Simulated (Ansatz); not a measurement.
The calculation's input:

```
crystal:
  periodic: [false, false, false]
  atoms:
    - { symbol: Si, position_ang: [0.248319, 0.077084, -0.210991] }
    - { symbol: H, position_ang: [0.08057, 0.045306, 1.243545] }
    - { symbol: Cl, position_ang: [2.271457, 0.025591, -0.574464] }
    - { symbol: Cl, position_ang: [-0.498503, 1.767905, -1.064745] }
    - { symbol: Cl, position_ang: [-0.560773, -1.610195, -1.058298] }
    - { symbol: O, position_ang: [-2.301672, 0.067184, 1.127812] }
    - { symbol: H, position_ang: [-2.82584, -0.696628, 0.84127] }
    - { symbol: H, position_ang: [-1.674959, -0.305947, 1.790372] }
basis:
  gaussian: { orbitals: "6-31G*" }
hamiltonian:
  xc: r2scan
relax:
  f_tol: 0.03
  max_steps: 50
output:
  orbitals: {}
```

Run with:

```sh
ansatz run input.yaml --threads 4 --pin off --max-ram 5120MiB --backend cpu --events-out ev --progress --plain --runs-dir out
```

The fields are those of the run's last geometry, not of the input's.

Computed with RKS r2SCAN/6-31G* in Ansatz 0.2.0.

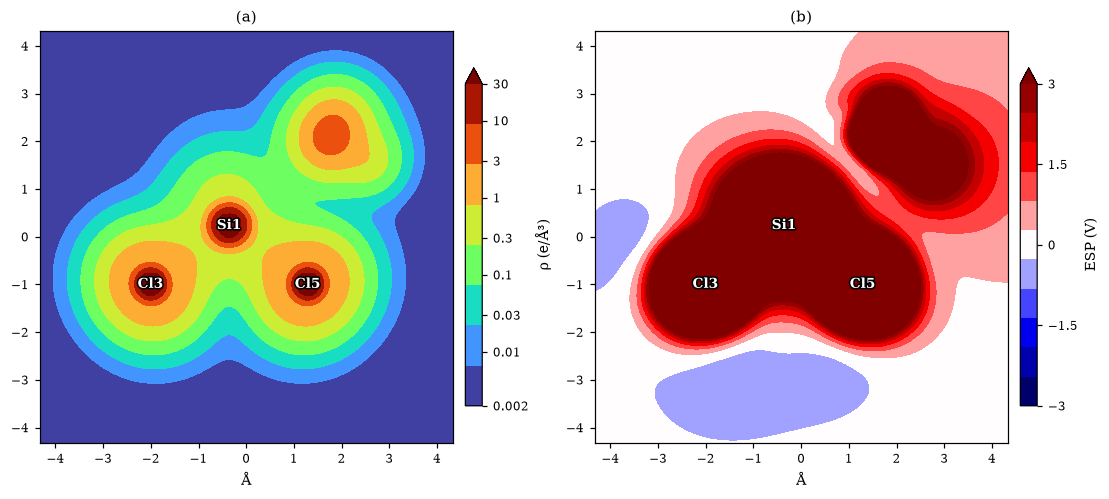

Cl$_{3}$HSi···H$_{2}$O. (a) electron density; (b) molecular electrostatic potential on the plane of atoms Cl3, Si1 and Cl5.

Q: What does the map show?

A:
- Atoms in the plane: Si and Cl.
- Si–Cl (2.06 Å): the density is about 0.9 e/Å³ at the midpoint.
- Outside the dense part of the complex the potential is most negative (−0.5 V) near Cl3.
